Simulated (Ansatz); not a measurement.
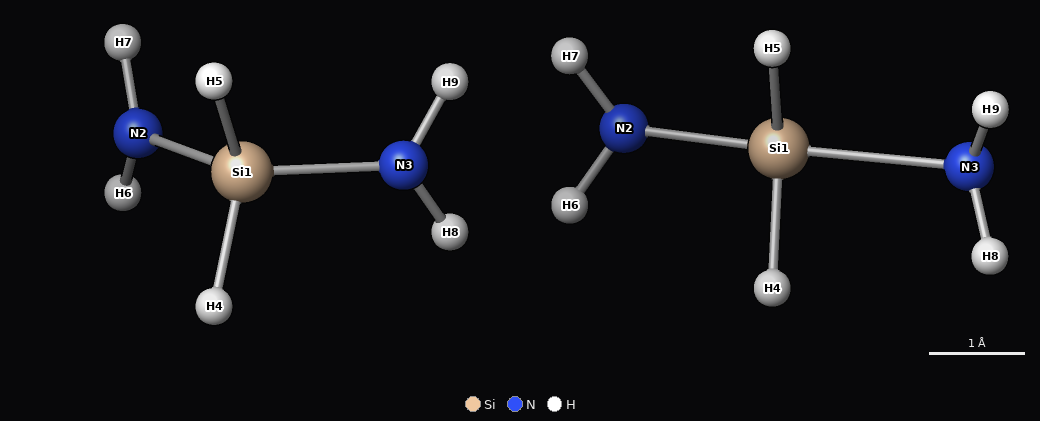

Two geometries of SiN$_{2}$H$_{6}$, drawn at one scale. One is the start of a relaxation, the other its converged end. A ball-and-stick model, seen from a free direction.

Theory: RKS PBE0-D4/def2-TZVP (Ansatz). Set-up: force threshold 0.005 eV/Å; at most 200 steps.

### Which of the two is the end point?

The left one is the relaxed one. It is one of the separated reactants of a reaction. The energy falls by 299.4 kJ/mol in 11 geometry steps. Largest force component: 2.7 eV/Å at the start, 0.0015 eV/Å at the end. The largest moves after the best rigid fit, 0.97 Å, are those of H4 and H5. Largest moves by element: H 0.97 Å, Si 0.83 Å, N 0.48 Å. Among the contacts that change: Si1–N3 2.098 → 1.718 Å, Si1–N2 1.771 → 1.718 Å, Si1–H4 1.493 → 1.484 Å. Bond angles that change, for instance: N2–Si1–N3 174.3° → 121.8°, N3–Si1–H4 84.8° → 105.3°, H4–Si1–H5 125.3° → 114.2°. The run took about 40 core-seconds on a shared host.
